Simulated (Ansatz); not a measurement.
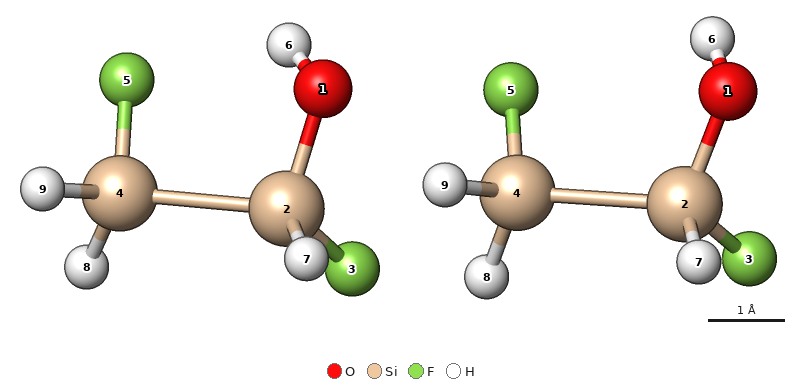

Two geometries of Si2H4OF2, drawn at one scale. One is the start of a relaxation, the other its converged end. A ball-and-stick model, seen from a free direction.

Level of theory: RKS PBE0-D4/def2-TZVP in Ansatz 0.2.0. (force threshold 0.005 eV/Å; at most 150 steps)

### Which of the two is the end point?

The right one is the relaxed one. The start comes from PBE-D4/def2-SVP. The atom that moves furthest after the best rigid fit is H6 (0.35 Å). Largest moves by element: H 0.35 Å, F 0.31 Å, O 0.14 Å, Si 0.08 Å. Among the contacts that change: Si4–F5 1.663 → 1.612 Å, Si2–F3 1.643 → 1.601 Å, O1–Si2 1.672 → 1.634 Å, Si4–H9 1.506 → 1.487 Å. Among the angles between lasting bonds that change: O1–Si2–Si4 102.5° → 109.5°, Si2–Si4–F5 99.4° → 106.0°, Si2–O1–H6 112.4° → 118.4°. After 15 geometry steps the energy has fallen by 11.6 kJ/mol. The largest force component goes from 1.2 to 0.0026 eV/Å. The run took about 4 core-minutes on a shared host.
